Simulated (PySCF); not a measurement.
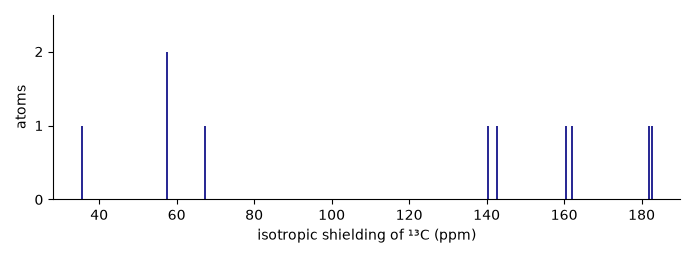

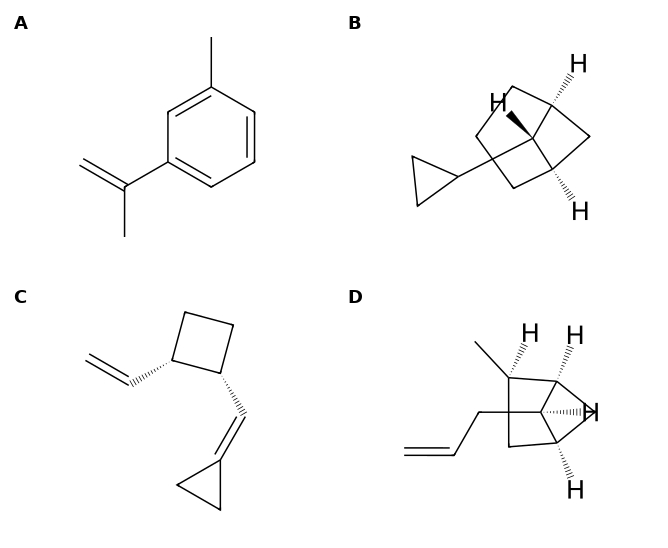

The sticks are computed shieldings of one of the molecules, for one fixed geometry (GFN2-xTB) without averaging over rotations. Low shielding means a high chemical shift. Method: GIAO PBE0/pcSseg-1 NMR shielding, non-relativistic, gas phase (PySCF 2.14.0).

Question: Which molecule gives this pattern?

Answer: C, `C=C[C@@H]1CC[C@@H]1C=C1CC1`. Its 10 C atoms give lines at 35.5, 57.5 (2 atoms), 67.3, 140.3, 142.5, 160.4, 162.1, 181.9, 182.6 ppm.
